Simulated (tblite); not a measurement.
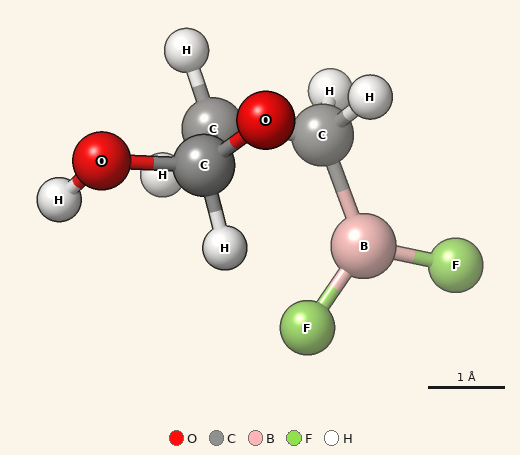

**Figure 1.** The structure as given in the input (ball-and-stick view, seen at a tilt). Bond lengths as drawn: B–C 1.58 Å, B–F 1.31 to 1.32 Å, C–C 1.52 to 1.61 Å, C–H 1.09 to 1.13 Å, C–O 1.27 to 1.40 Å and H–O 0.96 Å.

Frequency calculation, with input and output: C3H6BF2O2

The run: frequency calculation of C3H6BF2O2, multiplicity 2. Method and program: GFN2-xTB harmonic vibrations, gas phase (tblite 0.8.0).

It belongs to a series of runs on one base structure; here: H added to acyl C.

### What the program printed
```
mode    cm-1     km/mol
  1      40.5      0.92
  2      48.2     16.05
  3      89.4      5.61
  4     177.5      6.55
  5     227.4     10.71
  6     289.5    110.66
  7     312.5     14.00
  8     380.9     10.04
  9     419.7      7.30
 10     429.6     23.43
 11     495.1      9.19
 12     555.1      0.53
 13     700.6      8.99
 14     728.2      7.54
 15     811.5    133.68
 16     909.7      5.60
 17     971.7     65.80
 18    1043.5     70.78
 19    1067.4      5.41
 20    1096.7     49.02
 21    1131.4    214.31
 22    1155.3     45.53
 23    1204.3     41.92
 24    1233.2    149.85
 25    1252.8     19.30
 26    1271.8    313.79
 27    1330.5    307.50
 28    1354.7     61.27
 29    1414.6     19.50
 30    1444.3      0.62
 31    2474.0      8.45
 32    2951.0      1.85
 33    2972.6      4.77
 34    2991.7     21.25
 35    3000.2      7.67
 36    3533.7     21.49
```

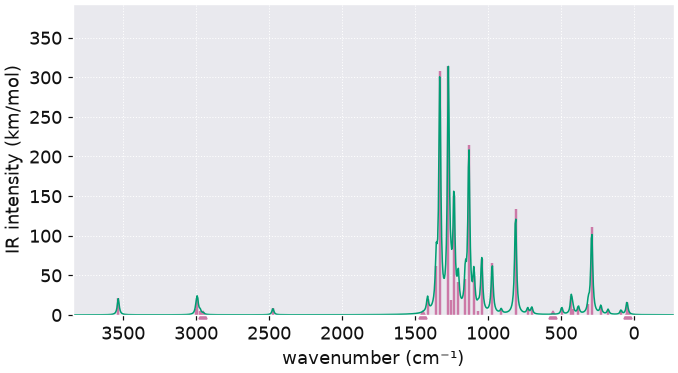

**Figure 2.** Harmonic infrared spectrum, unscaled: sticks (degenerate modes added up, dark ones marked on the axis) with a Lorentzian envelope of 16 cm⁻¹ full width, scaled to the tallest stick. 36 modes from 40 to 3534 cm⁻¹, none imaginary. The strongest line is at 1272 cm⁻¹ (314 km/mol).

This output came from the following input.

### Input
```
{"job": {"kind": "ir", "xc": "GFN2-xTB", "basis": "xTB"}, "charge": 0, "multiplicity": 2}
O     -1.350189     1.465371    -0.769445
C     -1.265858     0.617982     0.176810
O     -2.489848     0.223267     0.738421
C     -0.428080    -0.688772    -0.233635
C      0.923963    -0.298633    -0.816118
B      1.968323     0.255046     0.230297
F      3.185884     0.621689    -0.096262
F      1.700394     0.367920     1.518649
H     -0.620368     1.022729     1.011144
H     -2.356250    -0.376466     1.480931
H     -1.050479    -1.180904    -0.980790
H     -0.322147    -1.324797     0.644911
H      0.755140     0.456704    -1.590226
H      1.348838    -1.161609    -1.336854
```

The first line tells a small driver script what to run in tblite; the rest is the geometry in Å.

Launched with:
```bash
OMP_NUM_THREADS=1 python <driver script> task.json out
```

### Summary

- outcome: converged
- total energy: −770.6494 eV
- zero-point energy: 59.3430 kcal/mol
- hardware: 1 CPU thread, shared host
- wall time: 0.53 s
- peak memory: 0.18 GiB
